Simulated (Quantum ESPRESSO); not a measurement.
# MgS (F-43m): phonon deformation potentials, worked out

How far does biaxial strain in the (001) plane shift the zone-centre optical mode of MgS (F-43m)?

Calculated with Quantum ESPRESSO 7.5; DFT LDA, scalar-relativistic, plane waves, PseudoDojo norm-conserving pseudopotentials.

**1. The relaxed structure**

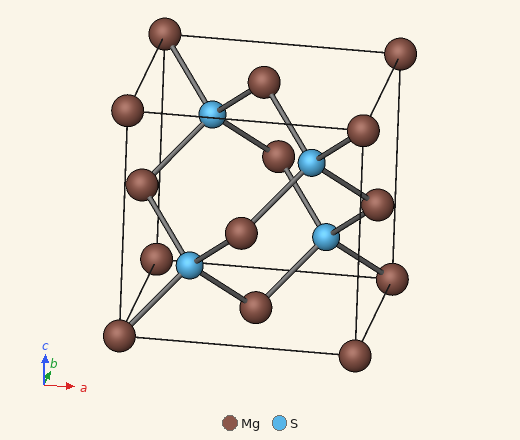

The cell as given, slightly off an axis (magnesium brown, sulfur blue). This picture shows the conventional cell, with its axes. Bonds to atoms that aren't drawn are left out. Some periodic images of atoms are drawn too.

As a file:

```
CELL_PARAMETERS angstrom
-2.79816 0.00000 2.79816
0.00000 2.79816 2.79816
-2.79816 2.79816 0.00000
ATOMIC_POSITIONS crystal
Mg 0.00000 0.00000 0.00000
S 0.75000 0.75000 0.75000
```

This is the cell after its relaxation at this level of theory, not the database cell from which that began.

**2. Uniaxial strain**

The relaxed cell is stretched along z alone. This keeps all atoms on sites fixed by symmetry and splits the threefold mode into a singlet, polarised along z, and a doublet. The macroscopic field is left out, so these are transverse modes. Cutoff 92 Ry, k mesh 8×8×8.

From the response at ε_zz = 0.01:

The program printed:

```text
[banners, grids, parts of the stress and lines that vanish by symmetry left out]
Program PHONON v.7.5
     Reading xml data from directory:

[...]
Exchange-correlation= PW
                           (   1   4   0   0   0   0   0)
[...]
kinetic-energy cut-off    =      92.0000  Ry
     charge density cut-off    =     368.0000  Ry
     convergence threshold     =      1.0E-18
[...]
Exchange-correlation= PW
                           (   1   4   0   0   0   0   0)
[...]
q = (   0.0000000   0.0000000   0.0000000 )
      9 Sym.Ops. (with q -> -q+G )
     G cutoff =  526.5055  (  35645 G-vectors)     FFT grid: ( 45, 45, 45)
     number of k points=    59
[...]
Mode symmetry, D_2d (-42m) point group:
[...]
Representation #   1 mode #   1
[...]
End of self-consistent calculation
     Convergence has been achieved
     Representation #   2 mode #   2
[...]
End of self-consistent calculation
     Convergence has been achieved
     Representation #   3 modes #   3   4
[...]
End of self-consistent calculation
     Convergence has been achieved
     Representation #   4 modes #   5   6
[...]
End of self-consistent calculation
     Convergence has been achieved
[...]
q = (    0.000000000   0.000000000   0.000000000 )
[...]
freq (    1) =       0.124933 [THz] =       4.167319 [cm-1]
     freq (    2) =       0.136421 [THz] =       4.550501 [cm-1]
     freq (    3) =       0.136421 [THz] =       4.550501 [cm-1]
     freq (    4) =      10.107302 [THz] =     337.143303 [cm-1]
     freq (    5) =      10.107302 [THz] =     337.143303 [cm-1]
     freq (    6) =      10.186604 [THz] =     339.788538 [cm-1]
[...]
Mode symmetry, D_2d (-42m) point group:
     freq (   1-   1) =          4.2  [cm-1]   --> B_2  X_3  W_2   I+R
     freq (   2-   3) =          4.6  [cm-1]   --> E    X_5  W_3   I+R
     freq (   4-   5) =        337.1  [cm-1]   --> E    X_5  W_3   I+R
     freq (   6-   6) =        339.8  [cm-1]   --> B_2  X_3  W_2   I+R

   JOB DONE.
```

```
  ε_zz  singlet (cm⁻¹)  doublet (cm⁻¹)  σ_zz (GPa)  σ_xx (GPa)
 -0.01          346.72          349.64      -0.746      -0.561
-0.005          345.06          346.49      -0.370      -0.274
     0          343.36          343.36       0.004       0.004
 0.005          341.59          340.24       0.376       0.274
  0.01          339.79          337.14       0.747       0.535
```

Stress is counted positive in tension.

**3. The fit**

To first order ω² − ω₀² = p ε_zz + q (ε_xx + ε_yy) for the mode along z, and likewise for x and y. With ε_zz alone the singlet gives p and the doublet q.

The linear terms of parabolas through ω² are p = -2.02 ω₀² and q = -3.64 ω₀², with ω₀ = 343.4 cm⁻¹. Those of the stresses are C11 = 75 GPa and C12 = 55 GPa. Under hydrostatic strain p and q imply γ = −(p + 2q)/(6 ω₀²) = 1.55.

A layer held to an in-plane strain ε and free along z takes ε_zz = −2 (C12/C11) ε = -1.468 ε. To first order the singlet then shifts by (q − p C12/C11) ε / ω₀ = -741 ε cm⁻¹. For ε = -0.006, ε_zz = 0.00881, the formulas for ω² predict 347.78 cm⁻¹ for the singlet and 343.68 cm⁻¹ for the doublet.

**4. A biaxially strained cell**

This run was no part of the fit.

The program printed:

```text
[banners, grids, parts of the stress and lines that vanish by symmetry left out]
[banner, memory and clock lines left out]
Program PHONON v.7.5

[...]
Exchange-correlation= PW
                           (   1   4   0   0   0   0   0)
[...]
kinetic-energy cut-off    =      92.0000  Ry
     charge density cut-off    =     368.0000  Ry
     convergence threshold     =      1.0E-18
[...]
Exchange-correlation= PW
                           (   1   4   0   0   0   0   0)
[...]
q = (   0.0000000   0.0000000   0.0000000 )
      9 Sym.Ops. (with q -> -q+G )
     G cutoff =  522.7611  (  35093 G-vectors)     FFT grid: ( 45, 45, 45)
     number of k points=    59
[...]
Mode symmetry, D_2d (-42m) point group:
[...]
Representation #   1 mode #   1
[...]
End of self-consistent calculation
     Convergence has been achieved
     Representation #   2 mode #   2
[...]
End of self-consistent calculation
     Convergence has been achieved
     Representation #   3 modes #   3   4
[...]
End of self-consistent calculation
     Convergence has been achieved
     Representation #   4 modes #   5   6
[...]
End of self-consistent calculation
     Convergence has been achieved
[...]
q = (    0.000000000   0.000000000   0.000000000 )
[...]
freq (    1) =       0.127909 [THz] =       4.266592 [cm-1]
     freq (    2) =       0.139589 [THz] =       4.656178 [cm-1]
     freq (    3) =       0.139589 [THz] =       4.656178 [cm-1]
     freq (    4) =      10.300741 [THz] =     343.595740 [cm-1]
     freq (    5) =      10.300741 [THz] =     343.595740 [cm-1]
     freq (    6) =      10.425226 [THz] =     347.748124 [cm-1]
[...]
Mode symmetry, D_2d (-42m) point group:
     freq (   1-   1) =          4.3  [cm-1]   --> B_2  X_3  W_2   I+R
     freq (   2-   3) =          4.7  [cm-1]   --> E    X_5  W_3   I+R
     freq (   4-   5) =        343.6  [cm-1]   --> E    X_5  W_3   I+R
     freq (   6-   6) =        347.7  [cm-1]   --> B_2  X_3  W_2   I+R
```

```
   mode  predicted (cm⁻¹)  run (cm⁻¹)
singlet            347.78      347.75
doublet            343.68      343.60
```

The stress along z is 0.014 GPa and that in the plane -0.294 GPa; the unstrained cell carries 0.004 GPa.

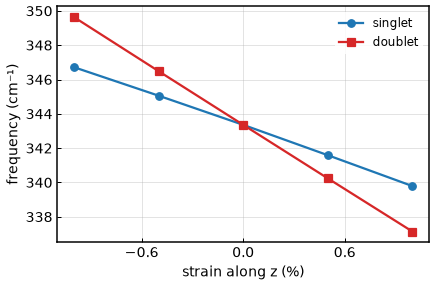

The two components under uniaxial strain.

**5. What came out**

| Quantity | Value |
| --- | --- |
| p (in units of the squared frequency) | -2.018 |
| q (same units) | -3.641 |
| shift of the singlet per unit of biaxial strain | -741 cm⁻¹ |
| C11 and C12 | 75 and 55 GPa |

To first order, one per cent of tensile biaxial strain moves the singlet of MgS (F-43m) by -7.4 cm⁻¹ and the doublet by -0.5 cm⁻¹; the formulas miss the test run by up to 0.08 cm⁻¹. In backscattering from (001) the mode polarised along z is the one seen in diamond and zinc-blende crystals; in a polar crystal it is the LO mode, whose potentials differ somewhat from these. The third potential, r, needs shear strain and a relaxation of the atoms, which was not run. These are harmonic values at zero temperature.

[Host names and launcher messages were left out of these logs when they were recorded.]

[Logs are printed without paths, hosts, clocks, repeated set-up lines and the standing remarks that a program may print on its own settings, such as how far it seeks lower states.]

[Hosts, paths, dates, database ids (printed as entryN), source tags and the programs' standing remarks are cut or masked in the printed files.]
